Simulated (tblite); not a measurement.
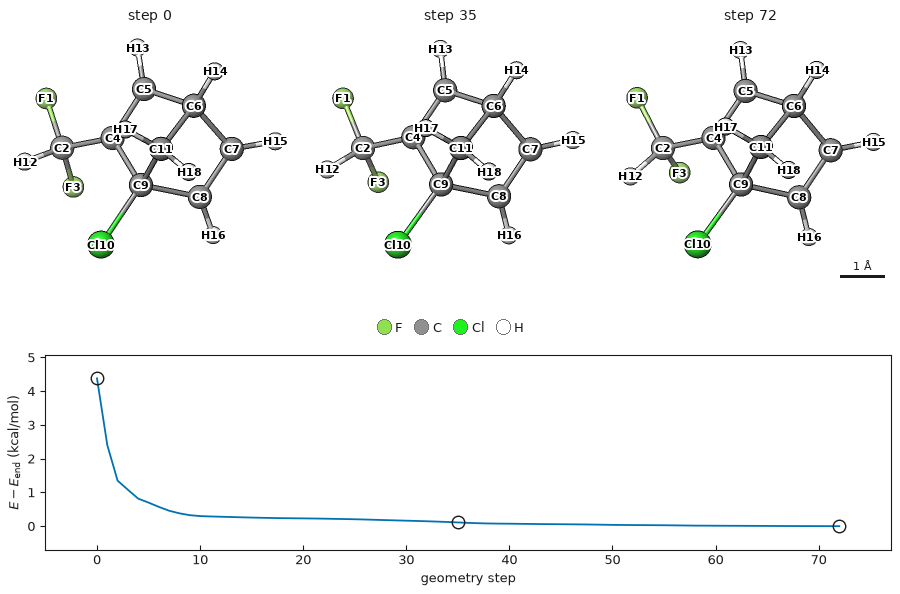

Frames of a relaxation of C₈H₇ClF₂, marked on the history of the run. A ball-and-stick model, seen at a tilt.

These are results of GFN2-xTB geometry optimisation, gas phase in tblite, not measurements. 

**Describe the path.**

The largest move after the best rigid fit is that of F3, 0.43 Å. By element the largest moves are F 0.43 Å, H 0.39 Å, C 0.09 Å, Cl 0.08 Å. Among the contacts that change: C4–C5 1.366 → 1.330 Å, C9–Cl10 1.728 → 1.760 Å, C7–C8 1.352 → 1.324 Å, C4–C9 1.500 → 1.528 Å. Bond angles that change, for instance: C7–C8–H16 126.2° → 130.3°, Cl10–C9–C11 113.2° → 117.3°, C11–C6–H14 114.6° → 118.1°. Groups turn about C2–C4 by about 25°. Over 72 geometry steps the energy falls by 4.38 kcal/mol. From step 0 to 35: H12 moves most (0.20 Å), energy −4.27 kcal/mol. From step 35 to 72: F3 moves most (0.26 Å), energy −0.11 kcal/mol.
